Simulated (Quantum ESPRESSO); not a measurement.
# PbF2 (Fluorocronite): the LO frequency by hand

Wanted: the LO mode of PbF2 (Fluorocronite) from the TO mode and the field response.

Program: Quantum ESPRESSO 7.5. Level of theory: DFT PBE, scalar-relativistic, plane waves, GBRV ultrasoft pseudopotentials. Results are calculated unless marked as measured.

The database entry behind the starting cell differs from later determinations by our own check (0.1 to 0.3 % short, probably kX units), so it need not match the best structure at ambient conditions.

### Step 1. Set-up

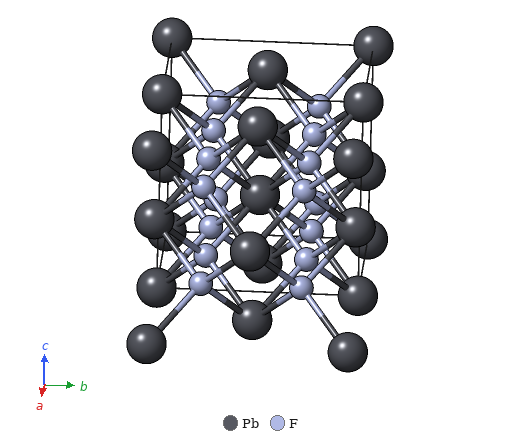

The starting structure, seen slightly off an axis (lead dark grey, fluorine light blue). 2×1×1 cells are drawn. This picture shows the conventional cell, with its axes. Some periodic images of atoms are drawn too.

As a file:

```xyz
3
Lattice="-2.9971 0.0000 2.9971 0.0000 2.9971 2.9971 -2.9971 2.9971 0.0000" Properties=species:S:1:pos:R:3 pbc="T T T"
Pb    0.0000    0.0000    0.0000
F    -4.4956    4.4956    4.4956
F    -1.4985    1.4985    1.4985
```

This is the cell after its relaxation at this level of theory, not the database cell from which that began.

### Step 2. What the response run gave

A linear-response run on the relaxed cell, with the response to an electric field; only its zone-centre results are used. Cutoff 55 Ry, k mesh 8×8×8.

Output:

```text
[banners, grids, parts of the stress and lines that vanish by symmetry left out]
Program PHONON v.7.5
     Reading xml data from directory:

[...]
Exchange-correlation= PBE
                           (   1   4   3   4   0   0   0)
[...]
kinetic-energy cut-off    =      55.0000  Ry
     charge density cut-off    =     440.0000  Ry
     convergence threshold     =      1.0E-18
[...]
Exchange-correlation= PBE
                           (   1   4   3   4   0   0   0)
[...]
q = (   0.0000000   0.0000000   0.0000000 )
     49 Sym.Ops. (with q -> -q+G )
     G cutoff =  715.0195  (  56833 G-vectors)     FFT grid: ( 54, 54, 54)
     G cutoff =  357.5098  (  19987 G-vectors)  smooth grid: ( 40, 40, 40)
     number of k points=    29
[...]
Mode symmetry, O_h (m-3m)  point group:
[...]
Dielectric constant
[...]
End of electric fields calculation
          Dielectric constant in cartesian axis
          (       3.283535756      -0.000000000      -0.000000000 )
          (      -0.000000000       3.283535756       0.000000000 )
          (      -0.000000000       0.000000000       3.283535756 )
          Effective charges (d Force / dE) in cartesian axis without acoustic sum rule applied (asr)
           atom    1  Pb    Mean Z*:        3.16352
      Ex  (        3.16352        0.00000        0.00000 )
      Ey  (        0.00000        3.16352       -0.00000 )
      Ez  (        0.00000       -0.00000        3.16352 )
           atom    2  F     Mean Z*:       -1.58096
      Ex  (       -1.58096       -0.00000        0.00000 )
      Ey  (       -0.00000       -1.58096        0.00000 )
      Ez  (        0.00000        0.00000       -1.58096 )
           atom    3  F     Mean Z*:       -1.58096
      Ex  (       -1.58096       -0.00000       -0.00000 )
      Ey  (       -0.00000       -1.58096        0.00000 )
      Ez  (       -0.00000        0.00000       -1.58096 )
          Effective charges Sum: Mean:        0.00159
[...]
Effective charges (d Force / dE) in cartesian axis with asr applied:
           atom    1  Pb    Mean Z*:        3.16299
[...]
atom    2  F     Mean Z*:       -1.58149
[...]
atom    3  F     Mean Z*:       -1.58149
[...]
Representation #   1 modes #   1   2   3
[...]
End of self-consistent calculation
     Convergence has been achieved
     Representation #   2 modes #   4   5   6
[...]
End of self-consistent calculation
     Convergence has been achieved
     Representation #   3 modes #   7   8   9
[...]
End of self-consistent calculation
     Convergence has been achieved
[...]
Dielectric constant in cartesian axis
          (       3.283535756      -0.000000000      -0.000000000 )
          (      -0.000000000       3.283535756       0.000000000 )
          (      -0.000000000       0.000000000       3.283535756 )
          Effective charges (d Force / dE) in cartesian axis without acoustic sum rule applied (asr)
           atom    1  Pb    Mean Z*:        3.16352
      Ex  (        3.16352        0.00000        0.00000 )
      Ey  (        0.00000        3.16352       -0.00000 )
      Ez  (        0.00000       -0.00000        3.16352 )
           atom    2  F     Mean Z*:       -1.58096
      Ex  (       -1.58096       -0.00000        0.00000 )
      Ey  (       -0.00000       -1.58096        0.00000 )
      Ez  (        0.00000        0.00000       -1.58096 )
           atom    3  F     Mean Z*:       -1.58096
      Ex  (       -1.58096       -0.00000       -0.00000 )
      Ey  (       -0.00000       -1.58096        0.00000 )
      Ez  (       -0.00000        0.00000       -1.58096 )
          Effective charges Sum: Mean:        0.00159
[...]
Effective charges (d Force / dE) in cartesian axis with asr applied:
           atom    1  Pb    Mean Z*:        3.16299
[...]
atom    2  F     Mean Z*:       -1.58149
[...]
atom    3  F     Mean Z*:       -1.58149
[...]
q = (    0.000000000   0.000000000   0.000000000 )
[...]
freq (    1) =       0.038223 [THz] =       1.274979 [cm-1]
     freq (    2) =       0.038223 [THz] =       1.274979 [cm-1]
     freq (    3) =       0.038223 [THz] =       1.274979 [cm-1]
     freq (    4) =       2.811360 [THz] =      93.776881 [cm-1]
     freq (    5) =       2.811360 [THz] =      93.776881 [cm-1]
     freq (    6) =       2.811360 [THz] =      93.776881 [cm-1]
     freq (    7) =       7.108742 [THz] =     237.122108 [cm-1]
     freq (    8) =       7.108742 [THz] =     237.122108 [cm-1]
     freq (    9) =       7.108742 [THz] =     237.122108 [cm-1]
[...]
Mode symmetry, O_h (m-3m)  point group:
     freq (   1-   3) =          1.3  [cm-1]   --> T_1u G_15  G_4- I
     freq (   4-   6) =         93.8  [cm-1]   --> T_1u G_15  G_4- I
     freq (   7-   9) =        237.1  [cm-1]   --> T_2g G_25' G_5+ R

   JOB DONE.
```

| quantity | value |
| --- | --- |
| cell volume Ω (Å³) | 53.843 |
| mass of Pb (u) | 207.200 |
| mass of F (u) | 18.998 |
| Born charge of Pb, raw (e) | 3.164 |
| Born charge of F, raw (e) | -1.581 |
| ε∞ | 3.284 |
| ω(TO) after the sum rule (cm⁻¹) | 93.8 |

### Step 3. The calculation

The charges must sum to zero over the cell; taking off their mean, 0.001 e, leaves Z* = 3.163 e on Pb. In the polar mode Pb moves against the two F, so the reduced mass is μ = 207.20 × 38.00 / 245.20 = 32.109 u.

A longitudinal wave builds up a field that adds to the restoring force: ω(LO)² = ω(TO)² + 4π Z*² / (μ Ω ε∞), in Hartree atomic units. With μ = 58530 electron masses and Ω = 363.35 bohr³ the second term is 1.8004e-06 Ha², or 86723 cm⁻² (1 Ha = 219474.6 cm⁻¹).

So ω(LO) = √(8791 + 86723) = 309.1 cm⁻¹, and by the Lyddane-Sachs-Teller relation ε₀ = ε∞ (ω(LO)/ω(TO))² = 35.68.

### Step 4. Check against the program

The analysis program adds the same non-analytic term to the full matrix, here for q along (1 0 0).

Output:

```text
[banners, grids, parts of the stress and lines that vanish by symmetry left out]
[banner, memory and clock lines left out]
Program DYNMAT v.7.5

     Reading Dynamical Matrix from file g.dyn
     ...Force constants read
     ...epsilon and Z* read

     Polarizability (A^3 units)
     multiply by 0.567802 for Clausius-Mossotti correction
         9.784166   -0.000000   -0.000000
        -0.000000    9.784166    0.000000
        -0.000000    0.000000    9.784166

     IR activities are in (D/A)^2/amu units

# mode   [cm-1]    [THz]      IR
    1     -0.00   -0.0000    0.0000
    2     -0.00   -0.0000    0.0000
[...]
8    237.11    7.1085    0.0000
    9    309.05    9.2651    7.1885

[end of the log left out, with the tail of the file of modes that dynmat.x writes under the same name]
```

ε₀ comes from the program's run without a direction of q.

| quantity | by hand | program |
| --- | --- | --- |
| ω(LO) (cm⁻¹) | 309.1 | 309.1 |
| ε₀ | 35.68 | 35.68 |

### Step 5. Results

- TO mode: 93.76 cm⁻¹
- LO mode: 309.1 cm⁻¹
- static dielectric constant: 35.68

In words: The LO mode of PbF2 (Fluorocronite) lies at 309 cm⁻¹, 215 cm⁻¹ above the TO mode; the formula meets the program within 0.1 cm⁻¹, as it must for a cubic crystal with one polar mode. ω(LO)² − ω(TO)² goes with Z*²/ε∞: an error of 5 % in ε∞ would move the LO mode by 6.8 cm⁻¹, and semilocal functionals tend to overestimate ε∞. These are harmonic values at zero temperature, at the volume of this functional, for the structure held cubic; stability elsewhere in the zone is no part of this calculation.

[Host names and launcher messages were left out of these logs when they were recorded.]

[Logs are printed without paths, hosts, clocks, repeated set-up lines and the standing remarks that a program may print on its own settings, such as how far it seeks lower states.]

[Hosts, paths, dates, database ids (printed as entryN), source tags and the programs' standing remarks are cut or masked in the printed files.]
